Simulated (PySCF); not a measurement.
Excited-state calculation of C₂H₇F₃OSi₂

- system: C₂H₇F₃OSi₂, SMILES FC(F)(F)OC([SiH3])[SiH3]
- method: TDDFT CAM-B3LYP/def2-SVPD, vertical, gas phase, core orbitals frozen in the response (PySCF 2.14.0)

The geometry comes from this level: PBE0-D3(BJ)/def2-SVP. It belongs to a series of runs on one base structure; here: H on C replaced by OCF3.

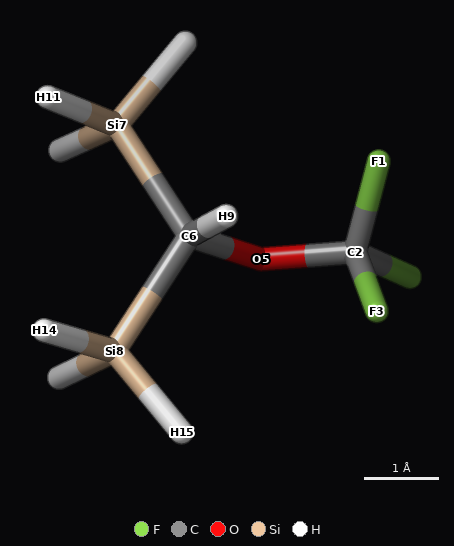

*The structure (stick view, seen at a tilt; atoms are numbered from 1 in the order of the input).*

Bond lengths as drawn: C–F 1.32 to 1.34 Å, C–H 1.10 Å, C–O 1.34 to 1.45 Å, C–Si 1.90 Å and H–Si 1.49 Å.

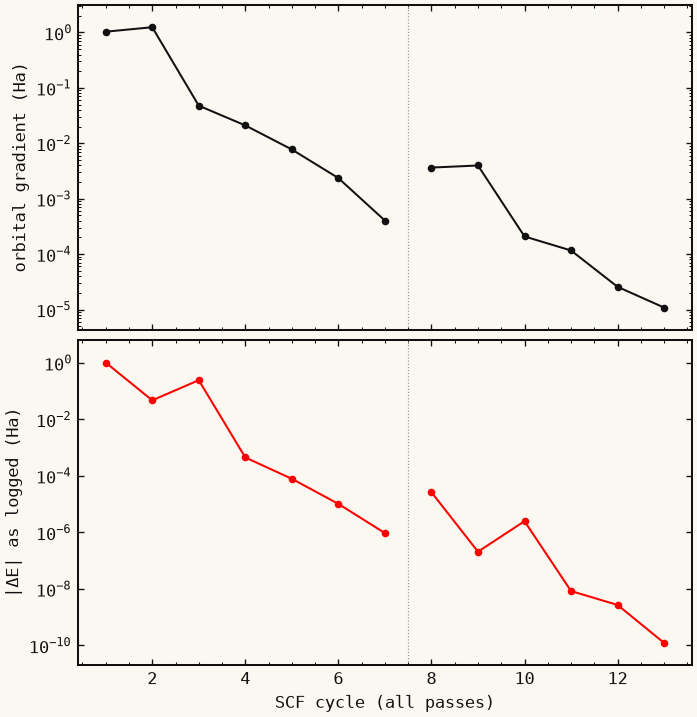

*Convergence of the self-consistent field: orbital gradient and size of the energy change against the SCF cycle. The dotted line marks the change from a coarse to the final integration grid.*

The first 7 cycles use a coarse grid, the final grid takes over at cycle 8, and the field converges after 13 cycles in all.

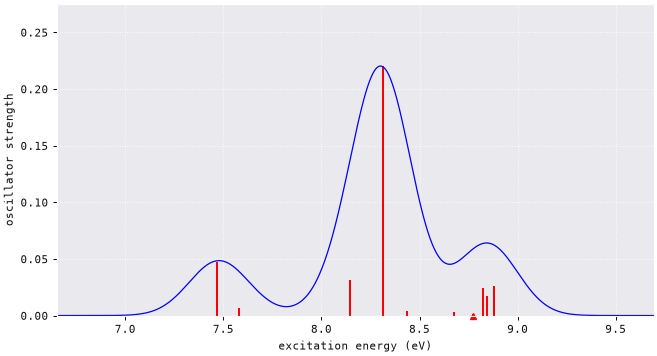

*Computed excitations as sticks (degenerate states added up, dark ones marked on the axis), with a Gaussian envelope of 0.35 eV full width at half maximum, scaled to the tallest.*

Of the 10 states the lowest lies at 7.47 eV (f = 0.048); the strongest line is at 8.31 eV, or 149 nm (f = 0.220).

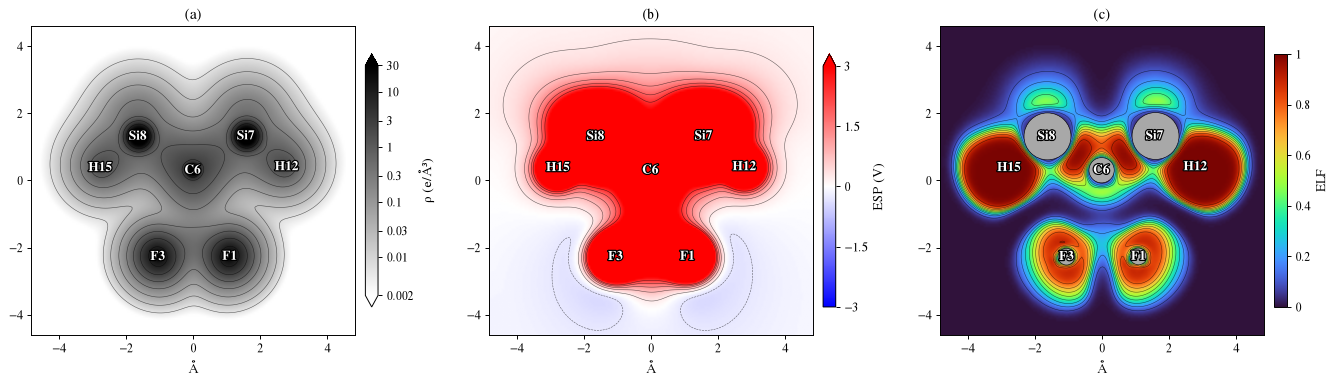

*(a) electron density; (b) molecular electrostatic potential; (c) ELF on the plane of atoms C6, Si7 and H12. Grey discs, where drawn, cover atomic cores.*

The section cuts through F, C, Si and H sites. C–Si (1.90 Å): ρ is about 0.94 e/Å³ halfway; the ELF peaks at about 1 between the atoms (localised, shared-pair bonding). Si–H (1.49 Å): ρ at the midpoint is about 0.77 e/Å³; the ELF climbs to about 1 towards the hydrogen, as it does in any bond to H.

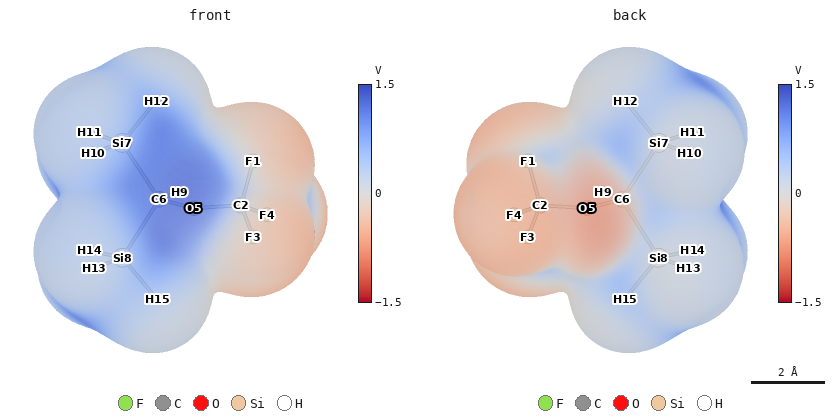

*The molecular electrostatic potential painted on the density surface at 0.001 e/bohr³, seen at a tilt and from behind; red is negative and blue positive.*

Its dipole moment is 2.10 D.

The input that produced these results follows, with the program's output.

The input
```
{"job": {"kind": "uv", "xc": "CAM-B3LYP", "basis": "def2-SVPD", "ip": true}, "charge": 0, "multiplicity": 1}
F      2.176054    -1.548266     0.086153
C      2.100587    -0.301014    -0.393856
F      1.986108    -0.414001    -1.723083
F      3.226586     0.325842    -0.119748
O      1.090685     0.387454     0.144068
C     -0.240701    -0.147284    -0.071897
Si    -0.975097    -0.611708     1.621842
Si    -1.224612     1.143972    -1.066942
H     -0.187535    -1.068682    -0.677717
H     -1.149701     0.618224     2.447747
H     -2.306607    -1.248249     1.387734
H     -0.063559    -1.565814     2.316052
H     -1.380585     2.384618    -0.253450
H     -2.572428     0.577187    -1.373905
H     -0.494694     1.450441    -2.330521
```

The first line tells a small driver script what to run in PySCF; the rest is the geometry in Å.

Launch command:
```bash
OMP_NUM_THREADS=1 python <driver script> task.json out
```

Log
```
coarse grid: 14104 points
cycle   1  E = -1033.2005904850  dE =  1.013e+00  |g| = 1.032e+00  |ddm| = 4.406e+00
cycle   2  E = -1033.1539159690  dE =  4.667e-02  |g| = 1.242e+00  |ddm| = 2.142e+00
cycle   3  E = -1033.3952182798  dE = -2.413e-01  |g| = 4.770e-02  |ddm| = 1.138e+00
cycle   4  E = -1033.3956639407  dE = -4.457e-04  |g| = 2.101e-02  |ddm| = 9.865e-02
cycle   5  E = -1033.3957421444  dE = -7.820e-05  |g| = 7.739e-03  |ddm| = 3.347e-02
cycle   6  E = -1033.3957522867  dE = -1.014e-05  |g| = 2.355e-03  |ddm| = 9.168e-03
cycle   7  E = -1033.3957532259  dE = -9.391e-07  |g| = 4.033e-04  |ddm| = 2.760e-03
final grid: 129896 points
cycle   8  E = -1033.5362843626  dE = -2.612e-05  |g| = 3.645e-03  |ddm| = 5.800e-02
cycle   9  E = -1033.5362841560  dE =  2.065e-07  |g| = 3.974e-03  |ddm| = 7.409e-03
cycle  10  E = -1033.5362866301  dE = -2.474e-06  |g| = 2.085e-04  |ddm| = 2.918e-03
cycle  11  E = -1033.5362866384  dE = -8.368e-09  |g| = 1.163e-04  |ddm| = 5.319e-04
cycle  12  E = -1033.5362866411  dE = -2.693e-09  |g| = 2.569e-05  |ddm| = 1.625e-04
cycle  13  E = -1033.5362866413  dE = -1.223e-10  |g| = 1.085e-05  |ddm| = 3.659e-05
converged SCF energy = -1033.5362866413

Static polarisability (au): isotropic 86.497, principal 75.541 91.065 92.885

Singlet excitations
state   eV       nm        f      main configurations
  1   7.4660    166.1   0.04771   H->L+1 0.33, H->L+2 0.28, H->L 0.24
  2   7.5819    163.5   0.00687   H->L 0.69, H->L+2 0.21
  3   8.1441    152.2   0.03166   H->L+4 0.73, H->L+1 0.12
  4   8.3117    149.2   0.22026   H->L+1 0.41, H->L+2 0.39
  5   8.4381    146.9   0.00371   H->L+3 0.50, H->L+7 0.26, H->L+6 0.17
  6   8.6735    142.9   0.00319   H-1->L 0.69
  7   8.7732    141.3   0.00107   H->L+5 0.39, H->L+8 0.26
  8   8.8246    140.5   0.02433   H-1->L+2 0.44, H-1->L+1 0.38
  9   8.8433    140.2   0.01751   H-2->L 0.49, H->L+5 0.09
 10   8.8800    139.6   0.02601   H-3->L 0.47, H-3->L+2 0.09

Triplet excitations (Tamm-Dancoff, eV): 6.9037 7.1745 7.8210 8.0876
Vertical ionisation energy (delta-SCF) = 10.4088 eV
```

Results in brief

```tsv
quantity	value
outcome	converged
total energy	−1033.536287 hartree
HOMO	−9.76 eV
LUMO	0.81 eV
dipole moment	2.10 D
mean polarisability	86.50 a.u.
vertical ionisation energy	10.41 eV
lowest singlet excitation	7.47 eV
hardware	1 CPU thread, shared host
wall time	3.5 min
peak memory	1.3 GiB
```
